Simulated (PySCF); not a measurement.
SMILES O=C1c2ccccc2-c2ccccc21, singlet at its GFN2-xTB optimised geometry (Å):

```
22

O     -2.4613     2.2179     0.0001
C     -1.5501     1.4233     0.0001
C     -0.0907     1.7102     0.0000
C      0.5628     2.9248     0.0000
C      1.9541     2.9248     0.0000
C      2.6597     1.7336     0.0000
C      2.0036     0.5057     0.0000
C      0.6242     0.4984     0.0001
C     -0.3380    -0.6050     0.0001
C     -0.1575    -1.9724     0.0001
C     -1.2847    -2.7896     0.0001
C     -2.5608    -2.2526     0.0001
C     -2.7501    -0.8742     0.0001
C     -1.6358    -0.0616     0.0001
H      0.0013     3.8467     0.0000
H      2.4892     3.8627     0.0000
H      3.7399     1.7556     0.0000
H      2.5672    -0.4152     0.0001
H      0.8316    -2.4055     0.0001
H     -1.1595    -3.8627     0.0001
H     -3.4171    -2.9103     0.0001
H     -3.7399    -0.4434     0.0001
```

Level of theory: PBE0/def2-SVP in PySCF. Cells within 0.4 Å of a nucleus heavier than hydrogen are left out (blank, or x).

Map of the electron localisation function on the plane z = 0.0 Å:

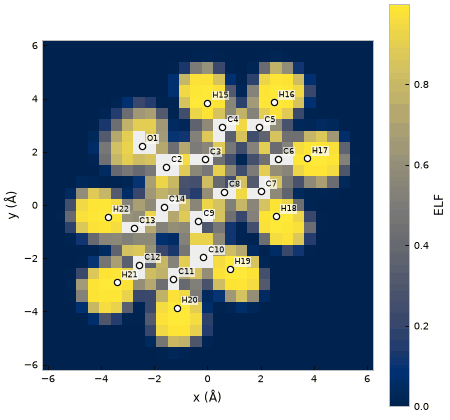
*Electron localisation function on the plane z = 0.0 Å.*
